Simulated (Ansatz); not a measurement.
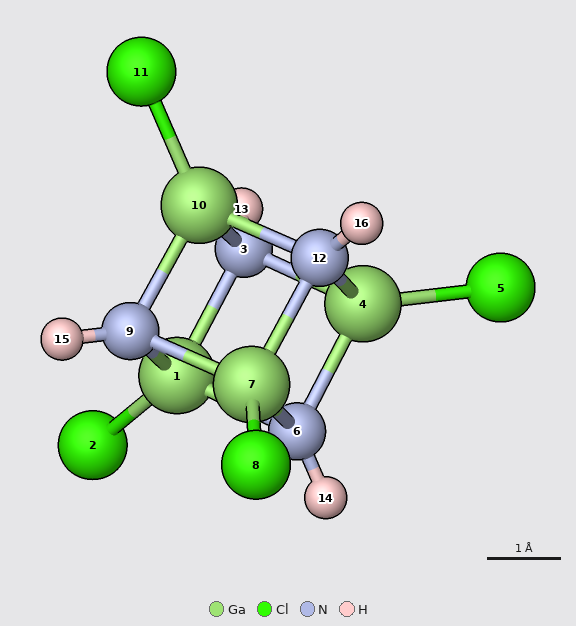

*The structure as given in the input (ball-and-stick view, seen at a tilt; atoms are numbered from 1 in the order of the input). Sticks mark near contacts.*

Bond lengths as drawn: Cl–Ga 2.05 Å, Ga–N 2.00 Å and H–N 1.02 Å.

# Geometry relaxation, with input and output: Ga4N4H4Cl4

The run: geometry relaxation of Ga4N4H4Cl4 ((ClGaNH)4 cubane). Method and program: RKS PBE-D4/def2-SVP (Ansatz 0.2.0).

The geometry: GFN2-xTB start. Figures and captions count atoms from 1; the log counts them from 0 in places.

Log:
```
Functional definition: PBE
  name "PBE"
  cite "Perdew, Burke & Ernzerhof, Phys. Rev. Lett. 77, 3865 (1996) doi:10.1103/PhysRevLett.77.3865"
  parent pbe
  parameter kappa = 0.804
  parameter beta = 0.06672455060314922
  exchange = pbe_x(kappa = kappa, mu = beta*pi^2/3)
  correlation = pbe_c(beta = beta)
these checks for a lower state are left out or cut short: stability, starts, cluster_reference, orbital_swaps, neighbouring_geometries, increment
3120 factors; their error is unknown
mean field evaluation 1: about -265499.7394 eV, gradient 1.4e2 eV
mean field evaluation 2: about -265346.1951 eV, gradient 2.7e2 eV
mean field evaluation 4: about -265532.8174 eV, gradient 3.0e1 eV
mean field evaluation 8: about -265534.6786 eV, gradient 3.9e-1 eV
mean field evaluation 16: about -265534.5082 eV, gradient 4.1e-4 eV
mean field -265534.50821561 eV, -9758.2131911697 hartree, gradient 2.3e-6 eV, S^2 0.000000; 0 other end points of the search recorded, 0 dependent functions left out
the calculation of the forces begins
reference -265534.50827193 eV, -9758.2131932393 hartree; 112, 112 occupied and 164, 164 virtual orbitals, 3120 factors
relax step   1: F+E_penalty+E_count = -265535.63642585 eV  Δ(F+E_penalty+E_count) = +0.000e0 eV  max|allowed force component| = 1.873e0 eV/Å  Δτ_max = 0.0000 Å  (19 SCF iters, accepted)
these checks for a lower state are left out or cut short: stability, starts, cluster_reference, orbital_swaps, neighbouring_geometries, increment
3120 factors; their error is unknown
mean field -265535.02267458 eV, -9758.2320971881 hartree, gradient 8.6e-7 eV, S^2 0.000000; 0 other end points of the search recorded, 0 dependent functions left out
the calculation of the forces begins
reference -265535.02273165 eV, -9758.2320992852 hartree; 112, 112 occupied and 164, 164 virtual orbitals, 3120 factors
relax step   2: F+E_penalty+E_count = -265536.10945547 eV  Δ(F+E_penalty+E_count) = -4.730e-1 eV  max|allowed force component| = 4.362e-1 eV/Å  Δτ_max = 0.1678 Å  (26 SCF iters, accepted)
these checks for a lower state are left out or cut short: stability, starts, cluster_reference, orbital_swaps, neighbouring_geometries, increment
3120 factors; their error is unknown
mean field evaluation 32: about -265535.2319 eV, gradient 1.1e1 eV
mean field -265535.07966147 eV, -9758.2341914177 hartree, gradient 9.8e-7 eV, S^2 0.000000; 0 other end points of the search recorded, 0 dependent functions left out
the calculation of the forces begins
reference -265535.07971812 eV, -9758.2341934996 hartree; 112, 112 occupied and 164, 164 virtual orbitals, 3120 factors
relax step   3: F+E_penalty+E_count = -265536.17383408 eV  Δ(F+E_penalty+E_count) = -6.438e-2 eV  max|allowed force component| = 9.594e-2 eV/Å  Δτ_max = 0.0315 Å  (20 SCF iters, accepted)
these checks for a lower state are left out or cut short: stability, starts, cluster_reference, orbital_swaps, neighbouring_geometries, increment
3120 factors; their error is unknown
mean field -265535.07875642 eV, -9758.2341581577 hartree, gradient 8.1e-7 eV, S^2 0.000000; 0 other end points of the search recorded, 0 dependent functions left out
the calculation of the forces begins
reference -265535.07881306 eV, -9758.2341602389 hartree; 112, 112 occupied and 164, 164 virtual orbitals, 3120 factors
relax step   4: F+E_penalty+E_count = -265536.17484300 eV  Δ(F+E_penalty+E_count) = -1.009e-3 eV  max|allowed force component| = 1.467e-2 eV/Å  Δτ_max = 0.0042 Å  (22 SCF iters, accepted)
```

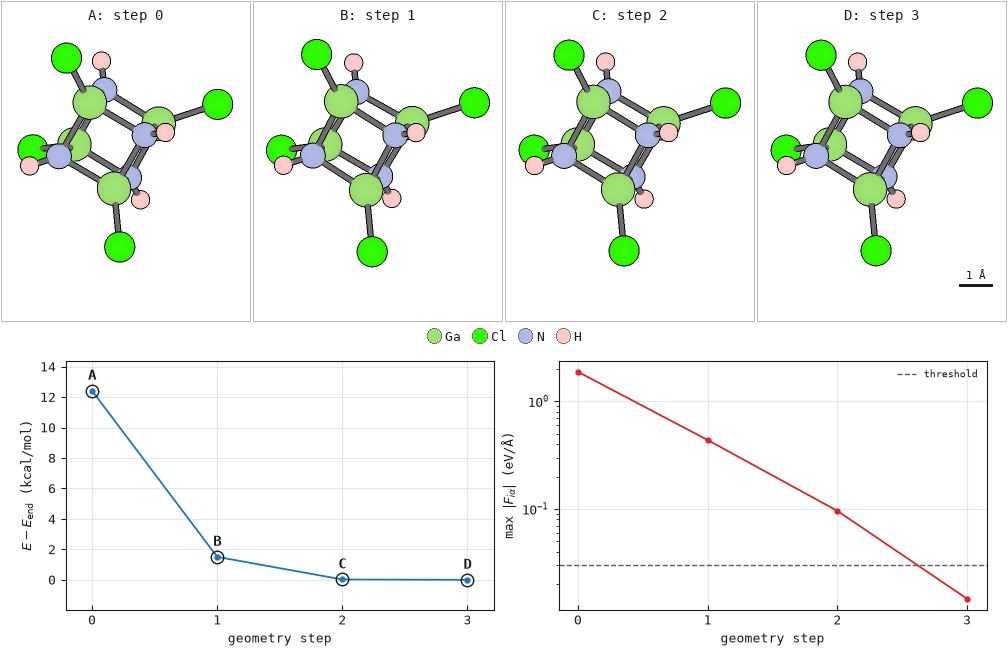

*Frames of the relaxation (ball-and-stick view, seen at a tilt) above the curves, on which the letters mark them (the first geometry is step 0 here and step 1 in the log).*

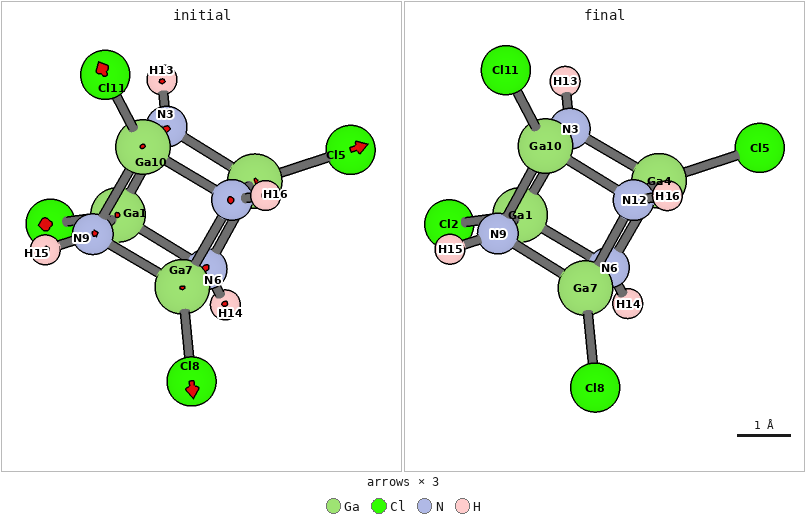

*Before (left) and after (right) the relaxation, at one scale (ball-and-stick view, seen at a tilt). The red arrows give the displacements, magnified 3 times.*

After 3 geometry steps the energy has fallen by 12.4 kcal/mol. The largest force component goes from 1.9 to 0.015 eV/Å. The largest moves after the best rigid fit, 0.13 Å, are those of Cl2, Cl5, Cl8 and Cl11. Largest moves by element: Cl 0.13 Å, N 0.04 Å, H 0.04 Å, Ga 0.03 Å. Distances before and after: Ga10–Cl11 2.052 → 2.156 Å, Ga10–N12 2.003 → 1.994 Å, N12–H16 1.018 → 1.026 Å. Among the angles that change: Ga4–N12–Ga7 88.9° → 91.3°, N6–Ga7–N9 91.1° → 88.7°. (Atoms are counted from 1 in the order of the input.)

```
Total energy: -265536.17489963 eV, -9758.2744406775 hartree
Atom 0 at    -1.153018     1.252211    -0.388423 Å, force     0.010963    -0.012162     0.002836 eV/Å
Atom 1 at    -2.577010     2.798669    -0.868550 Å, force    -0.001451     0.001578    -0.000383 eV/Å
Atom 2 at     0.789124     1.513787    -0.020349 Å, force     0.001877     0.002913    -0.000026 eV/Å
Atom 3 at     1.265388    -0.019426    -1.202864 Å, force    -0.011735    -0.000299     0.012487 eV/Å
Atom 4 at     2.828425    -0.043613    -2.688170 Å, force     0.001534     0.000017    -0.001561 eV/Å
Atom 5 at    -0.679169    -0.308430    -1.535671 Å, force    -0.001765    -0.000088    -0.002928 eV/Å
Atom 6 at    -0.807016    -1.548140     0.020813 Å, force     0.007881     0.014670    -0.000219 eV/Å
Atom 7 at    -1.803891    -3.460049     0.046507 Å, force    -0.000908    -0.001963     0.000030 eV/Å
Atom 8 at    -1.237347     0.019016     1.176086 Å, force    -0.002243    -0.000230     0.002994 eV/Å
Atom 9 at     0.694708     0.315319     1.570489 Å, force    -0.007358    -0.002339    -0.014669 eV/Å
Atom 10 at     1.552135     0.705201     3.510238 Å, force     0.001040     0.000263     0.001895 eV/Å
Atom 11 at     1.127475    -1.224441     0.379980 Å, force     0.002415    -0.002468    -0.000741 eV/Å
Atom 12 at     1.263304     2.423370    -0.032570 Å, force    -0.005794    -0.011018     0.000159 eV/Å
Atom 13 at    -1.087320    -0.493670    -2.458404 Å, force     0.004946     0.002165     0.011236 eV/Å
Atom 14 at    -1.980788     0.030353     1.882842 Å, force     0.008989     0.000019    -0.008634 eV/Å
Atom 15 at     1.805009    -1.960160     0.608026 Å, force    -0.008390     0.008945    -0.002477 eV/Å
Dipole moment:     0.000123    -0.000051    -0.000057 e Å
Checks for a lower state left out: stability, starts, cluster_reference, orbital_swaps, neighbouring_geometries, increment
```

Trajectory as extended XYZ (Å, eV, eV/Å), 4 frames, from step=1 to step=4:
```
16
Properties=species:S:1:pos:R:3:forces:R:3 step=1 energy=-265535.63643
Ga   -1.1352    1.2329   -0.3822    0.9420  -1.0250   0.3164
Cl   -2.4897    2.7044   -0.8396   -1.3731   1.4912  -0.4633
N     0.8093    1.5528   -0.0207   -0.6040  -1.1678   0.0142
Ga    1.2456   -0.0191   -1.1846   -1.0421   0.0147   0.9956
Cl    2.7328   -0.0422   -2.5975    1.5107  -0.0236  -1.4353
N    -0.6968   -0.3167   -1.5750    0.5232   0.2397   1.1794
Ga   -0.7947   -1.5244    0.0208    0.6708   1.2798  -0.0186
Cl   -1.7437   -3.3424    0.0452   -0.9689  -1.8578   0.0251
N    -1.2690    0.0195    1.2063    0.9526  -0.0161  -0.9029
Ga    0.6843    0.3102    1.5464   -0.5702  -0.2568  -1.2877
Cl    1.4989    0.6819    3.3923    0.8275   0.3769   1.8732
N     1.1565   -1.2560    0.3903   -0.8660   0.9433  -0.3024
H     1.2801    2.4553   -0.0332    0.1202   0.2321  -0.0026
H    -1.1015   -0.5001   -2.4910   -0.1041  -0.0473  -0.2329
H    -2.0067    0.0297    1.9076   -0.1900   0.0047   0.1809
H     1.8297   -1.9858    0.6147    0.1713  -0.1879   0.0609
16
Properties=species:S:1:pos:R:3:forces:R:3 step=2 energy=-265536.10946
Ga   -1.1711    1.2719   -0.3944    0.3209  -0.3493   0.1062
Cl   -2.6001    2.8239   -0.8766    0.0963  -0.1048   0.0327
N     0.7777    1.4921   -0.0200    0.1705   0.3210  -0.0052
Ga    1.2851   -0.0197   -1.2219   -0.3529   0.0045   0.3396
Cl    2.8540   -0.0440   -2.7125   -0.1071   0.0016   0.1017
N    -0.6695   -0.3041   -1.5136   -0.1449  -0.0643  -0.3276
Ga   -0.8197   -1.5724    0.0213    0.2239   0.4267  -0.0064
Cl   -1.8209   -3.4914    0.0471    0.0706   0.1346  -0.0018
N    -1.2195    0.0188    1.1592   -0.2636   0.0022   0.2528
Ga    0.7058    0.3202    1.5952   -0.1951  -0.0855  -0.4362
Cl    1.5656    0.7120    3.5422   -0.0580  -0.0268  -0.1324
N     1.1113   -1.2069    0.3749    0.2417  -0.2607   0.0730
H     1.2506    2.3988   -0.0323    0.0830   0.1603  -0.0018
H    -1.0762   -0.4885   -2.4335   -0.0722  -0.0331  -0.1616
H    -1.9605    0.0295    1.8638   -0.1312   0.0033   0.1245
H     1.7872   -1.9402    0.6010    0.1181  -0.1297   0.0426
16
Properties=species:S:1:pos:R:3:forces:R:3 step=3 energy=-265536.17383
Ga   -1.1545    1.2539   -0.3888    0.0382  -0.0422   0.0113
Cl   -2.5795    2.8015   -0.8696    0.0158  -0.0172   0.0055
N     0.7902    1.5161   -0.0203   -0.0477  -0.0957   0.0007
Ga    1.2670   -0.0194   -1.2046   -0.0422  -0.0002   0.0436
Cl    2.8313   -0.0437   -2.6909   -0.0179   0.0003   0.0169
N    -0.6802   -0.3090   -1.5379    0.0423   0.0205   0.0959
Ga   -0.8081   -1.5502    0.0209    0.0267   0.0495  -0.0010
Cl   -1.8062   -3.4635    0.0467    0.0125   0.0234  -0.0003
N    -1.2391    0.0191    1.1778    0.0774  -0.0024  -0.0717
Ga    0.6958    0.3156    1.5726   -0.0248  -0.0086  -0.0514
Cl    1.5533    0.7062    3.5140   -0.0093  -0.0046  -0.0221
N     1.1292   -1.2263    0.3808   -0.0696   0.0768  -0.0296
H     1.2641    2.4248   -0.0326    0.0129   0.0253  -0.0002
H    -1.0879   -0.4939   -2.4599   -0.0115  -0.0055  -0.0252
H    -1.9818    0.0300    1.8840   -0.0208   0.0012   0.0196
H     1.8064   -1.9613    0.6079    0.0180  -0.0205   0.0078
16
Properties=species:S:1:pos:R:3:forces:R:3 step=4 energy=-265536.17484
Ga   -1.1530    1.2522   -0.3884    0.0110  -0.0122   0.0028
Cl   -2.5770    2.7987   -0.8686   -0.0015   0.0016  -0.0004
N     0.7891    1.5138   -0.0203    0.0019   0.0029   0.0000
Ga    1.2654   -0.0194   -1.2029   -0.0117  -0.0003   0.0125
Cl    2.8284   -0.0436   -2.6882    0.0015   0.0000  -0.0016
N    -0.6792   -0.3084   -1.5357   -0.0018  -0.0001  -0.0029
Ga   -0.8070   -1.5481    0.0208    0.0079   0.0147  -0.0002
Cl   -1.8039   -3.4600    0.0465   -0.0009  -0.0020   0.0000
N    -1.2373    0.0190    1.1761   -0.0022  -0.0002   0.0030
Ga    0.6947    0.3153    1.5705   -0.0074  -0.0023  -0.0147
Cl    1.5521    0.7052    3.5102    0.0010   0.0003   0.0019
N     1.1275   -1.2244    0.3800    0.0024  -0.0025  -0.0007
H     1.2633    2.4234   -0.0326   -0.0058  -0.0110   0.0002
H    -1.0873   -0.4937   -2.4584    0.0049   0.0022   0.0112
H    -1.9808    0.0304    1.8828    0.0090   0.0000  -0.0086
H     1.8050   -1.9602    0.6080   -0.0084   0.0089  -0.0025
```

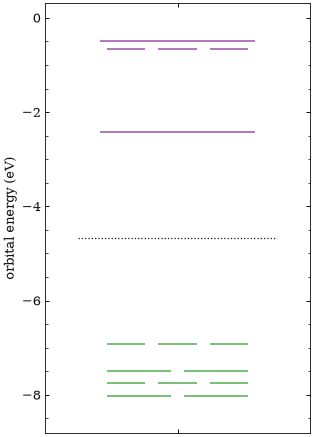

*Orbital energies near the frontier; the dotted line parts filled from empty levels, and levels within 0.02 eV of each other stand side by side.*

Highest filled −6.91 eV, lowest empty −2.43 eV, 4.48 eV apart.

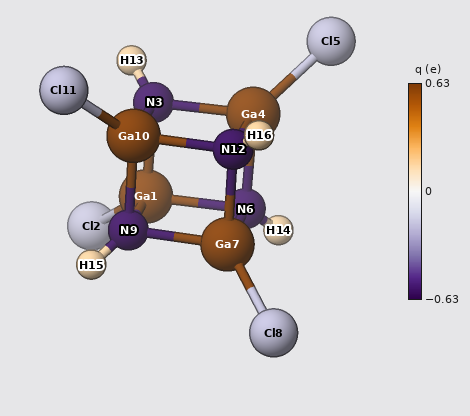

*Mulliken charges, as the colour of each atom (ball-and-stick view, seen at a tilt; atoms are numbered from 1 in the order of the input).*

By element: Ga +0.60, Cl −0.19, N −0.57 and H +0.16 e.

The run was set up as follows.

The input:
```yaml
crystal:
  periodic: [false, false, false]
  atoms:
    - {symbol: Ga, position_ang: [-1.135160, 1.232860, -0.382170]}
    - {symbol: Cl, position_ang: [-2.489740, 2.704360, -0.839590]}
    - {symbol: N, position_ang: [0.809280, 1.552830, -0.020700]}
    - {symbol: Ga, position_ang: [1.245650, -0.019070, -1.184560]}
    - {symbol: Cl, position_ang: [2.732800, -0.042180, -2.597500]}
    - {symbol: N, position_ang: [-0.696800, -0.316670, -1.575040]}
    - {symbol: Ga, position_ang: [-0.794670, -1.524360, 0.020760]}
    - {symbol: Cl, position_ang: [-1.743720, -3.342410, 0.045250]}
    - {symbol: N, position_ang: [-1.268990, 0.019480, 1.206290]}
    - {symbol: Ga, position_ang: [0.684320, 0.310240, 1.546400]}
    - {symbol: Cl, position_ang: [1.498850, 0.681930, 3.392290]}
    - {symbol: N, position_ang: [1.156500, -1.256020, 0.390330]}
    - {symbol: H, position_ang: [1.280080, 2.455270, -0.033170]}
    - {symbol: H, position_ang: [-1.101460, -0.500120, -2.490950]}
    - {symbol: H, position_ang: [-2.006670, 0.029680, 1.907630]}
    - {symbol: H, position_ang: [1.829740, -1.985820, 0.614710]}
basis:
  gaussian: {orbitals: def2-SVP}
hamiltonian: {xc: pbe, dispersion: d4}
scf: {lower_state_search: "off"}
output: {orbitals: {seedname: orbitals}}
relax: {f_tol: 0.03, max_steps: 70}
```

Run as:
```bash
ansatz run in.yaml --threads 2 --pin off --events-out ev --progress --plain --max-ram 32768MiB --backend cuda --devices 0, --max-vram 18GiB
```

Results in brief:

```tsv
quantity	value
outcome	converged
total energy	−265536.1749 eV
mean-field energy	−265535.0788 eV
dispersion energy	−1.0961 eV
HOMO	−6.91 eV
LUMO	−2.43 eV
largest force (length of the vector) at the end	0.017 eV/Å
dipole moment	0.00 D
hardware	2 CPU threads, shared host
wall time	11 s (CPU time 11 s)
peak memory	0.94 GiB
```
